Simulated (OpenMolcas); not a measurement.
# RI-MP2/def2-TZVPP (RICD fitting, fitting threshold 0.0001) run of BH3 (borane)

Aim: the energy change on altering one bond length of BH3 (borane) at RI-MP2/def2-TZVPP (RICD fitting, fitting threshold 0.0001), from 2 runs. 

Program for the calculation: OpenMolcas 26.06.

**1. Starting point**

The species is BH3 (4 atoms), meant as a singlet with charge 0. SMILES: `B`. The shape is that of a PBE0-D4/def2-TZVP optimisation.

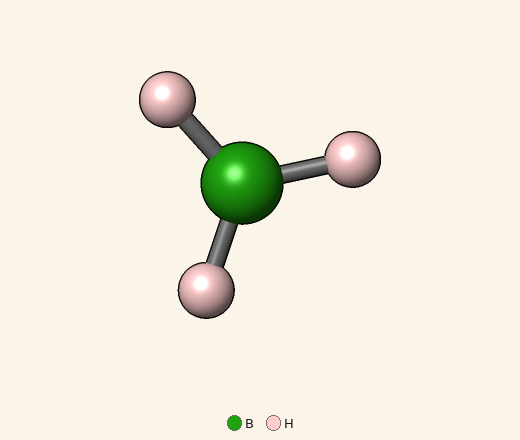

Viewed from a chosen angle; boron green, hydrogen pink.

**2. The energy at RI-MP2/def2-TZVPP (RICD fitting, fitting threshold 0.0001)**

job.input reads:

```
* BH3 RI-MP2

&GATEWAY
  BASLIB = $CurrDir
  COORD
  4
  bohr
  B      0.02626719    -0.02853486    -0.00963760
  H      1.85608900     0.72130846     1.07487622
  H     -0.52194236    -2.21438107     0.08125822
  H     -1.25553404     1.40765699    -1.18466931
  BASIS = def2-TZVPP
  GROUP = NoSym
  RICD
  ACD
  CDTHRESHOLD = 0.0001

&SEWARD

&SCF
  PRORBITALS = 0

&MBPT2
  FROZEN = 1
```

The basis set def2-TZVPP is read from a file made from the Basis Set Exchange's data (not shown).

On the command line:

```
$ export MOLCAS_MEM=1860
$ pymolcas job.input > job.log
```

The log of the run:

```text
--- Start Module: gateway ---
[...]
--- Stop Module: gateway /rc=_RC_ALL_IS_WELL_ ---
[...]
      Basis functions           73
[...]
--- Start Module: scf ---
[...]
       Convergence after   8 Iterations
[...]
::    Total SCF energy                                -26.4006490643
[...]
      Total spin, S                                     0.0000000000
[...]
      Total electronic charge=    8.000000
      Total            charge=   -0.000000
[...]
      Dipole Moment (debye):
      Origin of the operator (angstrom)=    0.0139   -0.0151   -0.0051
                   X=  6.7183E-05               Y= -3.5776E-05               Z= -1.7635E-04           Total=  1.9207E-04
      Quadrupole Moment (debye*angstrom):
[...]
--- Stop Module: scf /rc=_RC_ALL_IS_WELL_ ---
--- Start Module: mbpt2 ---
[...]
WARNING!
Default frozen orbitals as non valence orbitals is overwritten by user input.
Default values:   1
[...]
       Reference weight ( Cref**2 )         =        0.96165
::    Total MBPT2 energy                              -26.5139318592
[...]
--- Stop Module: mbpt2 /rc=_RC_ALL_IS_WELL_ ---
[...]
```

Wall time 2.1 s (1 thread of Arm Neoverse V1, shared host); peak memory 0.093 GiB.

**3. The distorted shape, same level**

job.inp reads:

```
&GATEWAY
BasLib=$CurrDir
Coord
4
bohr
B      1.30806464    -1.46472294     1.16539221
H      3.13788645    -0.71487961     2.24990603
H      0.75985510    -3.65056915     1.25628804
H     -1.25553404     1.40765699    -1.18466931
Basis=def2-TZVPP
Group=NoSym
RICD
aCD
CDThreshold=0.0001
&SEWARD
&SCF
PrOrbitals=0
&MBPT2
Frozen=1
```

The basis set def2-TZVPP is read from a file made from the Basis Set Exchange's data (not shown).

On the command line:

```
$ export MOLCAS_MEM=1860
$ pymolcas job.inp > job.log
```

The log of the run:

```text
--- Start Module: gateway ---
[...]
--- Stop Module: gateway /rc=_RC_ALL_IS_WELL_ ---
[...]
      Basis functions           73
[...]
--- Start Module: scf ---
[...]
       Convergence after  10 Iterations
[...]
::    Total SCF energy                                -26.2408171107
[...]
      Total spin, S                                     0.0000000000
[...]
      Total electronic charge=    8.000000
      Total            charge=   -0.000000
[...]
      Dipole Moment (debye):
      Origin of the operator (angstrom)=    0.6435   -0.7205    0.5721
                   X=  1.5041E+00               Y= -1.6852E+00               Z=  1.3787E+00           Total=  2.6463E+00
      Quadrupole Moment (debye*angstrom):
[...]
--- Stop Module: scf /rc=_RC_ALL_IS_WELL_ ---
--- Start Module: mbpt2 ---
[...]
WARNING!
Default frozen orbitals as non valence orbitals is overwritten by user input.
Default values:   1
[...]
       Reference weight ( Cref**2 )         =        0.93997
::    Total MBPT2 energy                              -26.3612413881
[...]
--- Stop Module: mbpt2 /rc=_RC_ALL_IS_WELL_ ---
[...]
```

Run time: 2.2 s. Hardware: 1 thread of Arm Neoverse V1, shared host; peak memory 0.093 GiB.

**4. What came out**

At RI-MP2/def2-TZVPP (RICD fitting, fitting threshold 0.0001), 1 core orbital frozen:

```
                                                         quantity         value
                                        first shape: total energy  -26.51393 Eh
                  first shape: dipole moment (mean-field density)        0.00 D
                 first shape: HOMO energy (Hartree–Fock orbitals)     -13.55 eV
                 first shape: LUMO energy (Hartree–Fock orbitals)       1.47 eV
               first shape: HOMO–LUMO gap (Hartree–Fock orbitals)      15.01 eV
          first shape: correlation energy (1 core orbital frozen)    -113.3 mEh
                                    distorted shape: total energy  -26.36124 Eh
              distorted shape: dipole moment (mean-field density)        2.65 D
             distorted shape: HOMO energy (Hartree–Fock orbitals)      -9.27 eV
             distorted shape: LUMO energy (Hartree–Fock orbitals)       0.74 eV
           distorted shape: HOMO–LUMO gap (Hartree–Fock orbitals)      10.01 eV
      distorted shape: correlation energy (1 core orbital frozen)    -120.4 mEh
energy change with the B1–H4 bond stretched from 1.193 to 2.387 Å      4.155 eV
```

**Reading.** One bond (distorted shape) is far stretched, which a spin-restricted single reference describes badly; perturbation theory on it can break down and give far too much correlation. With the B1–H4 bond stretched from 1.193 to 2.387 Å the energy rises by 4.15 eV (401 kJ/mol). The first shape isn't relaxed at this level, so the change isn't measured from a minimum. A restricted reference can't describe the breaking bond well at this length.
